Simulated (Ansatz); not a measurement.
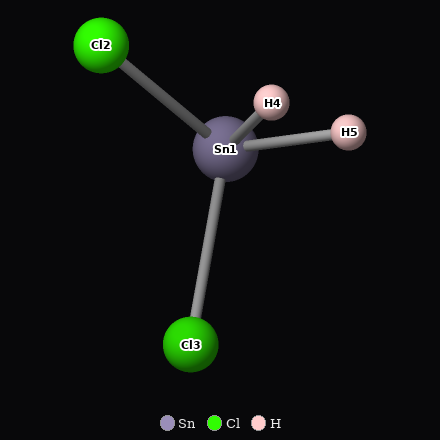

The system is the reacting system Cl₂H₂Sn (fragments Cl₂Sn + H₂ where the first distance is long, Cl₂H₂Sn where the second is long); the picture shows the reference structure. First axis: distance Sn1–H4 (bond that forms). Second axis: distance H4–H5 (bond that breaks). Relaxed at each point: all other coordinates. Grid: 11 × 11 points. Points are written as (first, second). All energies are given in eV relative to a guessed transition structure relaxed with its forming and breaking bonds held. Energies and slopes of some neighbouring points disagree (a jump in structure or state, or too coarse a mesh). The reference is spin-restricted, so regions where a bond is pulled apart into radicals lie too high. Level of theory: RKS B3LYP-D4/def2-SVP in Ansatz 0.2.0.

Its coordinates:

```xyz
5

Sn    0.1472   -0.7632    0.8283
Cl    1.5572    1.2274    0.2937
Cl    0.1755   -1.8362   -1.3359
H    -0.4844    0.8516    0.1039
H    -1.3956    0.5204    0.1100
```

Range: distance Sn1–H4 (bond that forms) from 1.530 to 3.330 Å; distance H4–H5 (bond that breaks) from 0.666 to 2.466 Å.

What landscape does the calculation give?

Answer. The lowest grid point is at (3.330 Å, 0.767 Å), −1.16 eV from a guessed transition structure relaxed with its forming and breaking bonds held. It lies in a valley that leaves the map towards separated partners. The energy also falls towards the edge at (1.631 Å, 2.466 Å) (0.76 eV above the lowest), where a further well may lie outside the range. The highest grid point, (2.481 Å, 1.819 Å), lies 3.89 eV above the lowest.

```csv
"second ↓, first →",1.530,1.631,1.771,1.930,2.103,2.287,2.481,2.683,2.892,3.108,3.330
2.466,−0.22,−0.40,−0.34,−0.02,0.48,1.07,1.70,1.33,1.69,2.03,2.33
2.244,0.05,−0.11,−0.03,0.31,0.81,1.41,2.04,1.28,1.64,1.97,2.26
2.028,0.44,0.28,0.37,0.72,1.23,1.82,2.43,1.23,1.57,1.89,2.17
1.819,0.93,0.78,0.88,1.22,1.71,2.16,2.73,1.16,1.49,1.79,2.06
1.617,1.53,1.38,1.95,1.91,1.94,2.01,2.10,1.07,1.37,1.64,1.87
1.423,2.14,1.76,1.48,1.34,1.30,1.32,1.36,0.92,1.14,1.25,1.31
1.239,1.74,1.29,0.92,0.71,0.60,0.56,0.56,0.49,0.51,0.52,0.53
1.066,1.30,0.78,0.34,0.06,−0.10,−0.19,−0.22,−0.25,−0.27,−0.27,−0.27
0.907,0.95,0.38,−0.12,−0.46,−0.66,−0.78,−0.84,−0.89,−0.91,−0.91,−0.91
0.767,0.89,0.29,−0.26,−0.63,−0.87,−1.00,−1.07,−1.11,−1.13,−1.14,−1.16
0.666,1.20,0.57,0.00,−0.39,−0.64,−0.79,−0.87,−0.92,−0.94,−0.96,−0.96
```

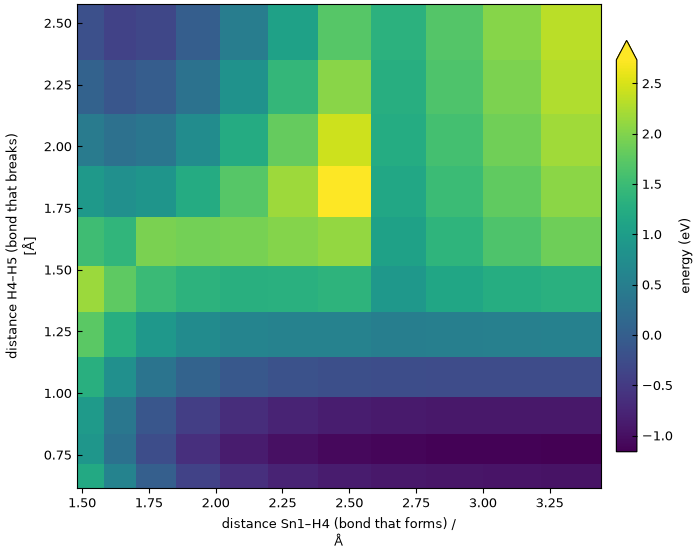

The picture shows one coloured cell a grid point, one colour for all values above the top of the scale.

Each point was launched as `ansatz run input.yaml --threads 1 --pin off --max-ram 2560MiB --backend cpu --events-out ev --progress --plain --runs-dir out`. The whole map (121 points run) took 17 min on 1 thread of Arm Neoverse V2 (shared host).
